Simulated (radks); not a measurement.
Atomic calculation, with input and output: In⁺

- system: In⁺ (Z = 49, 48 electrons) in the configuration [Kr] 4d10 5s2.
- method: scalar-relativistic Kohn-Sham, r2SCAN, spin-polarised, spherical densities, finite nucleus (the in-house radial solver radks)

### Input file
```
Z 49
configuration [Kr] 4d10 5s2
relativity scalar-relativistic
functional r2scan,r2scan
spin polarised
nucleus finite rms 4.6156 fm
c 137.035999084
```

Energies in input and log are in hartree, lengths in bohr (the nuclear radius in fm).

### Output
```
1s      1   1.0000       -1022.12810078
2s      1   1.0000        -153.83108589
2p      1   3.0000        -137.99129138
3s      1   1.0000         -29.64033410
3p      1   3.0000         -24.41392374
3d      1   5.0000         -16.31741624
4s      1   1.0000          -4.79424990
4p      1   3.0000          -3.23254478
4d      1   5.0000          -0.98166778
5s      1   1.0000          -0.55555456
1s      2   1.0000       -1022.12810078
2s      2   1.0000        -153.83108589
2p      2   3.0000        -137.99129138
3s      2   1.0000         -29.64033410
3p      2   3.0000         -24.41392374
3d      2   5.0000         -16.31741624
4s      2   1.0000          -4.79424990
4p      2   3.0000          -3.23254478
4d      2   5.0000          -0.98166778
5s      2   1.0000          -0.55555456
Etot -5882.107759602082
Ekin 6130.985093602274
Encl -14208.98883144878
Eh 2355.7822908003045
Exc -159.88631255588072
err 1.1780367083876933e-06
it 13
```

### Orbitals

```
orbital  occupation  energy (eV)  ⟨r⟩ (bohr)  outer maximum (bohr)
1s down           1     −27813.5     0.02972                0.0192
  1s up           1     −27813.5     0.02972                0.0192
  2s up           1      −4186.0      0.1285                 0.109
2s down           1      −4186.0      0.1285                 0.109
  2p up           3      −3754.9      0.1122                0.0869
2p down           3      −3754.9      0.1122                0.0869
  3s up           1     −806.555      0.3478                 0.315
3s down           1     −806.555      0.3478                 0.315
3p down           3     −664.337      0.3466                 0.309
  3p up           3     −664.337      0.3466                 0.309
  3d up           5     −444.020      0.3243                 0.259
3d down           5     −444.020      0.3243                 0.259
4s down           1     −130.458      0.8505                 0.771
  4s up           1     −130.458      0.8505                 0.771
  4p up           3      −87.962      0.9237                 0.817
4p down           3      −87.962      0.9237                 0.817
4d down           5      −26.713       1.176                 0.930
  4d up           5      −26.713       1.176                 0.930
  5s up           1      −15.117       2.480                  2.12
5s down           1      −15.117       2.480                  2.12
```

### Slater integrals of the outer shells (hartree)

```
 integral   value
F0(5s,5s)  0.3635
F0(5s,4d)  0.4468
G2(5s,4d)  0.0642
F0(5s,4p)  0.4595
G1(5s,4p)  0.0276
F0(5s,4s)  0.4630
G0(5s,4s)  0.0183
F0(4d,4d)  0.7730
F2(4d,4d)  0.3847
F4(4d,4d)  0.2518
F0(4d,4p)  0.8576
F2(4d,4p)  0.4260
G1(4d,4p)  0.5385
G3(4d,4p)  0.3300
F0(4d,4s)  0.8839
G2(4d,4s)  0.4009
F0(4p,4p)  0.9742
F2(4p,4p)  0.5115
F0(4p,4s)  1.0127
G1(4p,4s)  0.6887
```

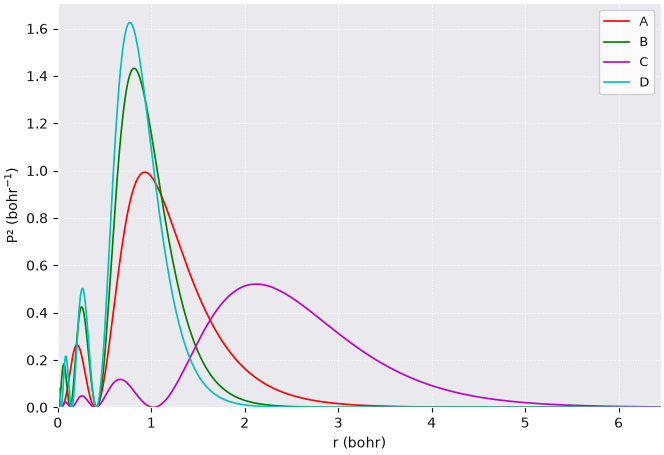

Fig. 1: The radial probability densities P² of 4s, 4p, 5s and 4d. A is 4d; B is 4p; C is 5s; D is 4s. 4s: outer maximum at 0.771 bohr, ⟨r⟩ = 0.851 bohr, 3 nodes, eigenvalue −130.5 eV; 4p: outer maximum at 0.817 bohr, ⟨r⟩ = 0.924 bohr, 2 nodes, eigenvalue −88.0 eV; 4d: outer maximum at 0.930 bohr, ⟨r⟩ = 1.18 bohr, 1 node, eigenvalue −26.7 eV; 5s: outer maximum at 2.12 bohr, ⟨r⟩ = 2.48 bohr, 4 nodes, eigenvalue −15.1 eV. The innermost lobes are too small to be seen at this scale.

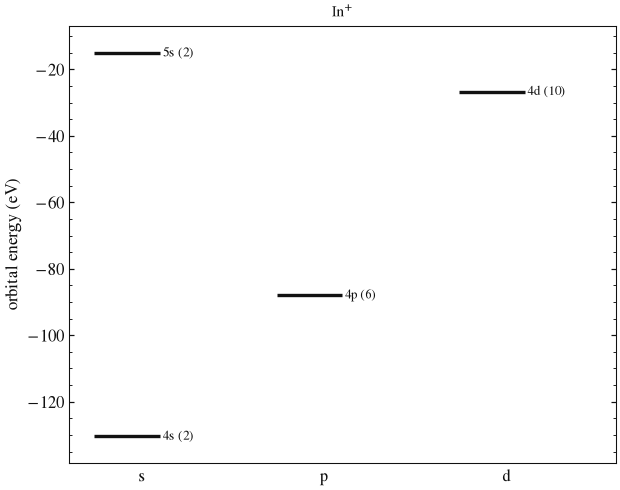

Fig. 2: The outer levels are drawn by angular momentum (occupations in brackets). The highest occupied level is 5s at −15.1 eV. The highest 3 occupied levels, from the top down, are 5s (−15.1 eV), 4d (−26.7 eV), 4p (−88.0 eV). The measured ionisation energy (NIST) is 18.9 eV; minus the highest level, 15.1 eV, lies 20 % below it, as is usual for a semilocal functional, whose potential decays too fast.

### Summary

```
                       quantity                      value
                        outcome                  converged
                   total energy         −5882.1078 hartree
                 kinetic energy          6130.9851 hartree
        electron–nucleus energy        −14208.9888 hartree
                 Hartree energy          2355.7823 hartree
    exchange–correlation energy        −159.886313 hartree
radius at density 0.001 e/bohr³                  3.99 bohr
                 SCF iterations                         13
                       hardware  1 CPU thread, shared host
```
